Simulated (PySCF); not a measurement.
Cl$_{4}$Ge$_{2}$O$_{2}$

Input

```
{"job": {"kind": "uv", "xc": "wB97X-D", "basis": "def2-SVPD", "ip": false, "nstates": 15}, "charge": 0, "multiplicity": 1}
Ge    -0.293833     1.199766    -0.314074
Cl    -0.267080     2.007830    -2.266381
Cl    -0.905908     2.667201     1.077093
O     -1.174537    -0.358607    -0.178316
Ge     0.328060    -1.221842     0.292053
Cl     0.941891    -2.694322    -1.092551
Cl     0.299801    -2.021283     2.247805
O      1.209825     0.335605     0.150660
```

Run with:

```sh
OMP_NUM_THREADS=1 python probes_run.py task.json out
```

Geometry: PBE0-D3(BJ)/def2-SVP.

The calculation used wB97X-D/def2-SVPD, SCF density, gas phase in PySCF.

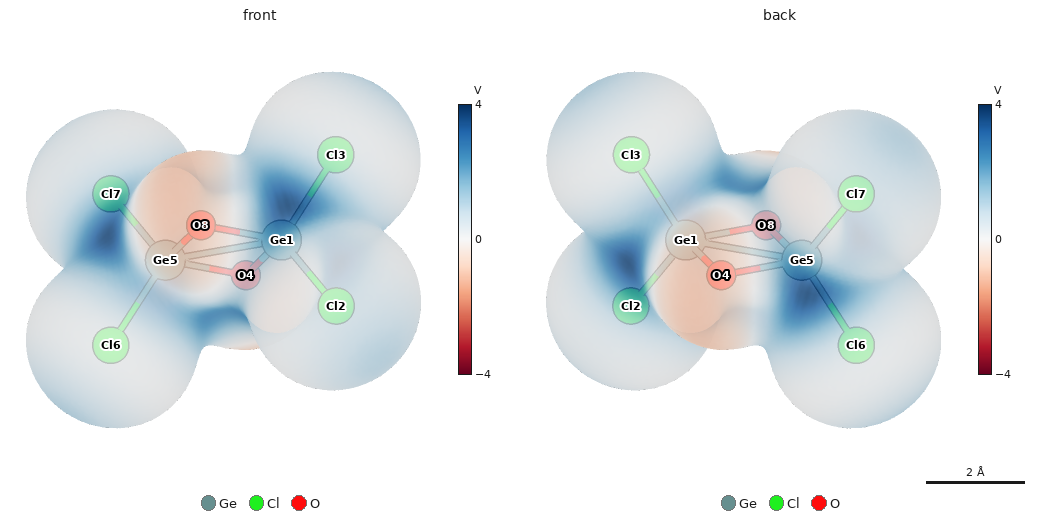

Figure 1. The electrostatic potential painted on the density surface at 0.004 e/bohr³, seen from the front and from behind; red is negative and blue positive.

**Where is the surface potential most negative and most positive?**

The most negative region (about −1.1 V) lies over O4 and O8, the most positive (about +3.6 V) over Ge1 and Ge5. Cl2 shows a σ-hole: about +1.0 V at the tip opposite its bond, against about +0.1 V on its flanks. Cl3 shows a σ-hole: about +1.0 V at the tip opposite its bond, against about +0.1 V on its flanks. Cl6 shows a σ-hole: about +1.0 V at the tip opposite its bond, against about +0.1 V on its flanks. Cl7 shows a σ-hole: about +1.0 V at the tip opposite its bond, against about +0.1 V on its flanks.

**How polar is the molecule by this calculation?**

Its dipole moment is zero.

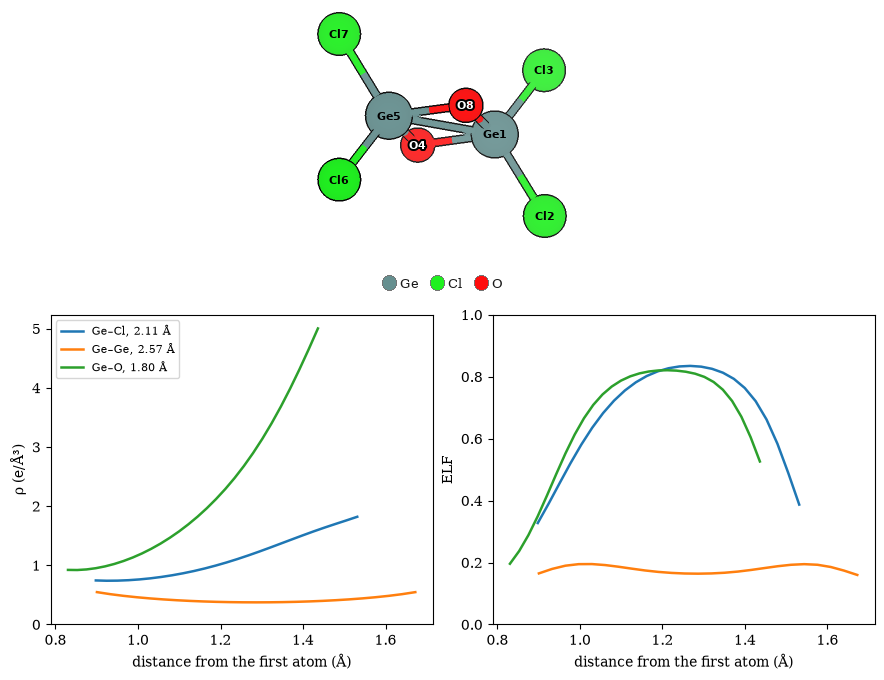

Figure 2. Electron density and ELF along straight lines between neighbouring atoms. The curves leave out the atomic cores. The structure is drawn too.

**Compare the contacts.**

Ge–Cl (2.11 Å): ρ at the midpoint is about 0.8 e/Å³; the ELF peaks at about 0.85 in the valence shell of Cl, 0.8 Å from its nucleus, and is about 0.70 at the midpoint.
Ge–Ge (2.57 Å): the density is about 0.37 e/Å³ at the midpoint; the ELF is about 0.15 at the midpoint.
Ge–O (1.80 Å): ρ at the midpoint is about 0.95 e/Å³; the ELF peaks at about 0.80 in the valence shell of O, 0.6 Å from its nucleus, and is about 0.35 at the midpoint.
